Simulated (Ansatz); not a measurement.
# BSiO (doublet): from Hartree-Fock to the top rungs, cc-pVTZ

How much of the correlation energy of BSiO (doublet) does each wave-function method recover here?

Computed with Ansatz 0.2.0, Gaussian basis. Level: cc-pVTZ, core rule «outside noble gas», up to 7 orbitals frozen.

To be run: UHF; CCSD(T) on ROHF; CCSD(T) on UHF; BCCD(T) on ROHF; CCSDT(Q) on ROHF; CCSDT(Q) on UHF.

7 further runs of the same task are left out: 2 for a known fault of the program, 5 set aside as unsound or not needed.

## (1) The geometry

The geometry is a PBE0/def2-TZVP stationary point (not a proven minimum).

3 atoms, charge 0, spin multiplicity 2.

Atoms are counted from 1 here; the program's logs count them from 0.

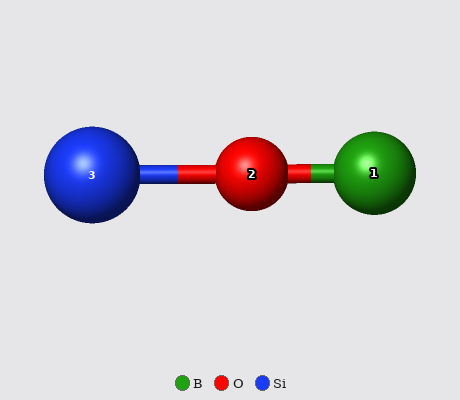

The structure; boron green, oxygen red, silicon blue; atoms are numbered from 1 in the order of the file.

As a file:

```xyz
3
BOSi
B     0.0000    0.0000   -1.4214
O     0.0000    0.0000   -0.1292
Si    0.0000    0.0000    1.5506
```

## (2) UHF

Input file in.yaml:

```yaml
crystal:
  periodic: [false, false, false]
  atoms:
    - {symbol: B, position_ang: [0.000000, 0.000000, -1.421400]}
    - {symbol: O, position_ang: [0.000000, 0.000000, -0.129200]}
    - {symbol: Si, position_ang: [0.000000, 0.000000, 1.550600]}
basis:
  gaussian: {orbitals: cc-pVTZ}
magnetization: {spin_polarized: true, initial_magnetization: 1}
hamiltonian: {xc: hf}
output: {orbitals: {seedname: orbitals}}
```

Command:

```bash
ansatz run in.yaml --threads 1 --pin off --events-out ev --progress --plain --max-ram 4096MiB --backend cpu
```

After this run come: CCSD(T) on ROHF; CCSD(T) on UHF; BCCD(T) on ROHF; CCSDT(Q) on ROHF; CCSDT(Q) on UHF.

Q: Predict the results of all the runs planned. Wanted: UCCSDT(Q) below the RHF energy; RMP2 from UCCSDT(Q); UMP2 from UCCSDT(Q); RCCSD from UCCSDT(Q); RCCSD(T) from UCCSDT(Q); UCCSD(T) from UCCSDT(Q); RCCSDT(Q) from UCCSDT(Q); T1 diagnostic.

The runs gave:

| quantity | value |
| --- | --- |
| UCCSDT(Q) below the RHF energy | -11.4083 eV |
| RMP2 from UCCSDT(Q) | +114.7 kJ/mol |
| UMP2 from UCCSDT(Q) | +117.1 kJ/mol |
| RCCSD from UCCSDT(Q) | +49.8 kJ/mol |
| RCCSD(T) from UCCSDT(Q) | +4.5 kJ/mol |
| UCCSD(T) from UCCSDT(Q) | +4.5 kJ/mol |
| RCCSDT(Q) from UCCSDT(Q) | +0.4 kJ/mol |
| levels within 1 kcal/mol (43 meV) | BCCD(T), RCCSDT, UCCSDT, RCCSDT(Q) |
| T1 diagnostic | 0.022 |

What this shows: RCCSD(T) misses by +4.5 kJ/mol, 0.4 % of the correlation energy. These misses are within one basis, not against nature; the frozen cores of restricted and unrestricted runs differ, which can shift their rows.
